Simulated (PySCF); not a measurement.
# Two runs on C$_{4}$H$_{8}$Si

System: C$_{4}$H$_{8}$Si.
Method of run A: GIAO PBE0/6-31G* NMR shielding, non-relativistic, gas phase (PySCF 2.14.0).

The geometry comes from this level: PBE0-D3(BJ)/def2-SVP. Text and figures count atoms from 1; the logs count them from 0 in places.

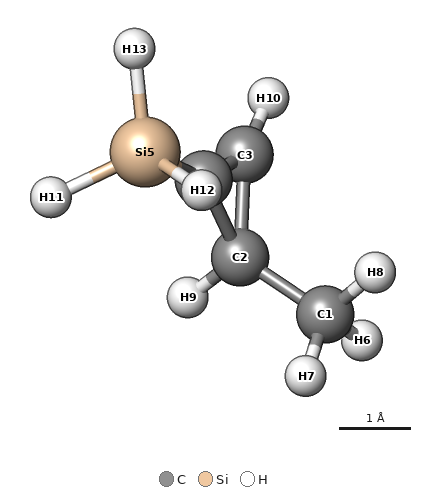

Fig. 1: The structure as given in the input (ball-and-stick view, seen at a tilt; atoms are numbered from 1 in the order of the input).

**Input file, run A**
```
{"job": {"kind": "nmr", "xc": "PBE0", "basis": "6-31G*", "pop": true}, "charge": 0, "multiplicity": 1}
C      1.743810    -0.942335     0.373171
C      0.903176    -0.422644    -0.770043
C      0.357758     0.956438    -0.791631
C     -0.535929     0.031517    -0.556961
Si    -2.258098    -0.512519    -0.180505
H      2.815679    -0.752445     0.198791
H      1.619051    -2.030300     0.497709
H      1.463964    -0.457975     1.321670
H      1.139873    -0.898407    -1.737084
H      0.576269     2.017512    -0.898407
H     -2.720347    -1.464924    -1.235199
H     -2.282225    -1.220090     1.135408
H     -3.183289     0.658322    -0.127690
```

The first line tells a small driver script what to run in PySCF; the rest is the geometry in Å.

Launched with:
```bash
OMP_NUM_THREADS=1 python <driver script> task.json out
```

Hardware: 1 CPU thread, shared host.

**Output (run A)**
```
coarse grid: 10928 points
cycle   1  E = -446.3157636963  dE =  4.459e-01  |g| = 3.474e-01  |ddm| = 3.174e+00
cycle   2  E = -446.3101008806  dE =  5.663e-03  |g| = 3.801e-01  |ddm| = 8.121e-01
cycle   3  E = -446.3499334621  dE = -3.983e-02  |g| = 4.591e-02  |ddm| = 4.606e-01
cycle   4  E = -446.3501933934  dE = -2.599e-04  |g| = 3.213e-02  |ddm| = 6.174e-02
cycle   5  E = -446.3504444417  dE = -2.510e-04  |g| = 8.223e-03  |ddm| = 3.286e-02
cycle   6  E = -446.3504611321  dE = -1.669e-05  |g| = 1.756e-03  |ddm| = 8.391e-03
cycle   7  E = -446.3504619070  dE = -7.749e-07  |g| = 2.494e-04  |ddm| = 1.896e-03
final grid: 99736 points
cycle   8  E = -446.2995532946  dE = -1.365e-05  |g| = 6.031e-03  |ddm| = 1.453e-02
cycle   9  E = -446.2995503994  dE =  2.895e-06  |g| = 6.923e-03  |ddm| = 1.460e-02
cycle  10  E = -446.2995637581  dE = -1.336e-05  |g| = 4.962e-04  |ddm| = 7.928e-03
cycle  11  E = -446.2995638138  dE = -5.569e-08  |g| = 1.760e-04  |ddm| = 5.862e-04
cycle  12  E = -446.2995638202  dE = -6.449e-09  |g| = 7.272e-05  |ddm| = 1.881e-04
cycle  13  E = -446.2995638215  dE = -1.291e-09  |g| = 1.660e-05  |ddm| = 7.332e-05
cycle  14  E = -446.2995638216  dE = -6.946e-11  |g| = 3.278e-06  |ddm| = 2.009e-05
converged SCF energy = -446.2995638216

GIAO shielding tensors (ppm)
atom      isotropic    diamagn.    paramagn.     s11        s22        s33       span
  0 C      170.970     249.265     -78.295    149.214    168.087    195.608     46.393
  1 C      178.746     249.117     -70.371    133.242    154.843    248.151    114.909
  2 C       57.881     262.949    -205.067    -90.977     84.320    180.301    271.277
  3 C       79.240     252.881    -173.641    -47.109     79.956    204.872    251.981
  4 Si     470.651     883.557    -412.906    440.815    477.404    493.735     52.920
  5 H       30.538      29.529       1.009     26.705     28.685     36.224      9.519
  6 H       30.441      30.060       0.381     26.686     29.053     35.583      8.897
  7 H       31.834      30.844       0.990     28.784     29.884     36.832      8.048
  8 H       30.234      29.588       0.646     24.215     27.949     38.537     14.322
  9 H       23.860      30.291      -6.431     19.553     25.775     26.252      6.699
 10 H       27.426      28.862      -1.435     24.416     25.793     32.070      7.654
 11 H       27.414      29.873      -2.459     24.382     26.164     31.696      7.314
 12 H       27.320      29.026      -1.706     24.035     26.074     31.851      7.816
```

For run B the input was changed thus:
```diff
-"basis": "6-31G*"
+"basis": "STO-3G"
```

Predict how the results change.

The total energy of run B is 3259.8 kcal/mol higher, which measures the change of basis and not a stability. The HOMO goes from −7.07 to −5.21 eV. The LUMO goes from −0.23 to 3.44 eV. The dipole moment goes from 0.59 to 0.65 D. Of all shieldings, the largest change is that of Si5, by +123.8 ppm. The SCF takes 11 iterations against 14. The basis functions go from 90 to 37.

**Output (run B)**
```
coarse grid: 10928 points
cycle   1  E = -441.1137987435  dE =  3.383e-01  |g| = 2.189e-01  |ddm| = 4.428e+00
cycle   2  E = -441.1164057562  dE = -2.607e-03  |g| = 2.237e-01  |ddm| = 6.178e-01
cycle   3  E = -441.1292486943  dE = -1.284e-02  |g| = 8.937e-02  |ddm| = 3.433e-01
cycle   4  E = -441.1315776211  dE = -2.329e-03  |g| = 1.086e-02  |ddm| = 1.155e-01
cycle   5  E = -441.1316118645  dE = -3.424e-05  |g| = 2.467e-03  |ddm| = 1.530e-02
cycle   6  E = -441.1316137746  dE = -1.910e-06  |g| = 3.237e-04  |ddm| = 3.777e-03
final grid: 99736 points
cycle   7  E = -441.1046707285  dE = -6.041e-06  |g| = 2.754e-03  |ddm| = 1.154e-02
cycle   8  E = -441.1046718676  dE = -1.139e-06  |g| = 2.151e-03  |ddm| = 7.231e-03
cycle   9  E = -441.1046733631  dE = -1.495e-06  |g| = 2.488e-04  |ddm| = 3.129e-03
cycle  10  E = -441.1046733832  dE = -2.014e-08  |g| = 3.294e-05  |ddm| = 3.813e-04
cycle  11  E = -441.1046733833  dE = -1.066e-10  |g| = 2.886e-05  |ddm| = 6.941e-05
converged SCF energy = -441.1046733833

GIAO shielding tensors (ppm)
atom      isotropic    diamagn.    paramagn.     s11        s22        s33       span
  0 C      212.675     245.448     -32.773    201.036    208.159    228.829     27.794
  1 C      216.745     251.340     -34.595    174.507    194.168    281.560    107.053
  2 C      120.924     264.088    -143.164    -11.996    157.262    217.505    229.500
  3 C      130.415     261.485    -131.070     14.441    136.625    240.179    225.738
  4 Si     594.479     868.756    -274.276    571.496    588.846    623.096     51.599
  5 H       31.542      29.600       1.942     26.833     28.325     39.470     12.637
  6 H       31.557      30.644       0.913     26.906     28.935     38.829     11.923
  7 H       32.512      32.421       0.091     27.623     30.220     39.692     12.069
  8 H       31.978      31.746       0.232     25.855     28.459     41.620     15.765
  9 H       26.068      32.008      -5.940     21.854     26.926     29.423      7.568
 10 H       30.456      29.960       0.496     26.551     28.141     36.676     10.125
 11 H       30.470      31.322      -0.852     26.462     28.615     36.332      9.869
 12 H       30.279      30.191       0.088     26.483     28.123     36.231      9.748
```

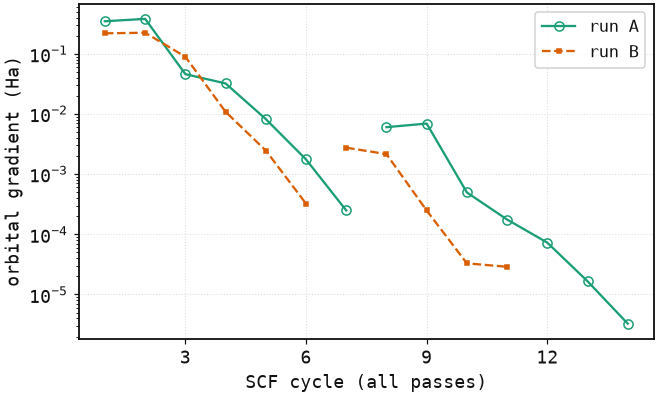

Fig. 2: Convergence of the two runs: orbital gradient against the SCF cycle. A break in a curve parts two SCF passes (coarse and final grid). Run A takes 14 cycles in all, and run B takes 11.

**The two runs side by side**

```tsv
quantity	run A	run B
outcome	converged	converged
total energy (hartree)	−446.299564	−441.104673
HOMO (eV)	−7.07	−5.21
LUMO (eV)	−0.23	3.44
dipole moment (D)	0.59	0.65
shielding of C1 (ppm)	171.0	212.7
shielding of C2 (ppm)	178.7	216.7
shielding of C3 (ppm)	57.9	120.9
shielding of C4 (ppm)	79.2	130.4
shielding of Si5 (ppm)	470.7	594.5
shielding of H11 (ppm)	27.4	30.5
shielding of H12 (ppm)	27.4	30.5
SCF iterations	14	11
basis functions	90	37
wall time (shared host)	7.5 s	3.3 s
```
